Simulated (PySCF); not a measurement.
# Run report: CH4FIn, geometry relaxation (part 4 of 4)

CH4FIn; HF/def2-mTZVP, RHF, dispersion D3(BJ), core potentials def2-svp (PySCF 2.14.0). The atoms were displaced at random from an optimised geometry.

Geometry of the input (Å):
```
C  -0.9992  0.5325  -0.2881
In 1.2640  -0.4406  0.1947
F  1.0489  -1.5789  1.6860
H  -1.1162  0.4238  -1.3459
H  -1.6643  -0.2364  0.2822
H  -0.9308  1.6150  0.1066
H  2.7263  -0.3355  -0.5233
```

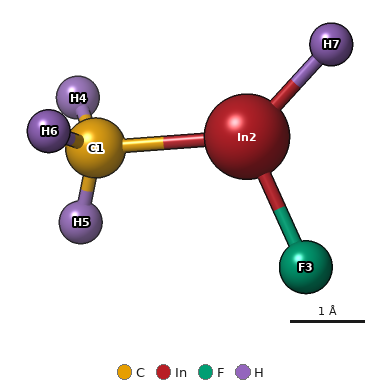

The geometry at step 9 of the log (ball-and-stick view, seen at a tilt; atoms are numbered from 1 in the order of the input).

Trajectory as extended XYZ, continued
```
7
Properties=species:S:1:pos:R:3:forces:R:3 step=8 energy=-8950.86013
C    -0.8562    0.4454   -0.2558    0.0079  -0.0003   0.0013
In    1.0752   -0.3820    0.1434   -0.0024  -0.0005  -0.0001
F     1.0366   -1.5751    1.7050   -0.0003   0.0004  -0.0018
H    -1.0771    0.4404   -1.3125   -0.0021  -0.0011  -0.0004
H    -1.6023   -0.1316    0.2680   -0.0003  -0.0002   0.0004
H    -0.9030    1.4672    0.0932   -0.0018   0.0013  -0.0007
H     2.6556   -0.2844   -0.5291   -0.0012   0.0004   0.0011
7
Properties=species:S:1:pos:R:3:forces:R:3 step=9 energy=-8950.86013
C    -0.8560    0.4454   -0.2558    0.0019   0.0023   0.0007
In    1.0752   -0.3817    0.1431    0.0010  -0.0018   0.0005
F     1.0360   -1.5753    1.7043   -0.0004  -0.0002  -0.0009
H    -1.0778    0.4399   -1.3123   -0.0008  -0.0011  -0.0003
H    -1.6016   -0.1315    0.2686   -0.0008  -0.0005   0.0007
H    -0.9030    1.4674    0.0928   -0.0008   0.0006  -0.0010
H     2.6560   -0.2843   -0.5284   -0.0002   0.0008   0.0003
```

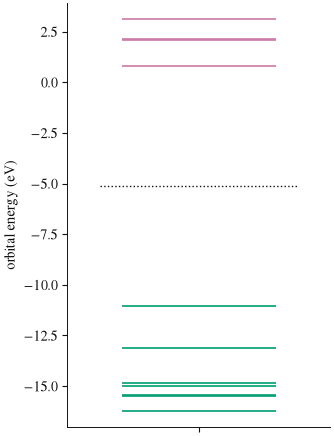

Orbital energies near the frontier; the dotted line parts filled from empty levels, and levels within 0.02 eV of each other stand side by side. Highest filled −11.03 eV, lowest empty 0.82 eV, 11.85 eV apart.

Key numbers

| quantity | value |
| --- | --- |
| outcome | converged |
| total energy | −328.938043 hartree |
| dispersion energy | −0.031304 hartree |
| basis functions | 86 |
| HOMO | −11.03 eV |
| LUMO | 0.82 eV |
| dipole moment | 3.70 D |
| wall time | 1.8 min |
| peak memory | 0.19 GiB |
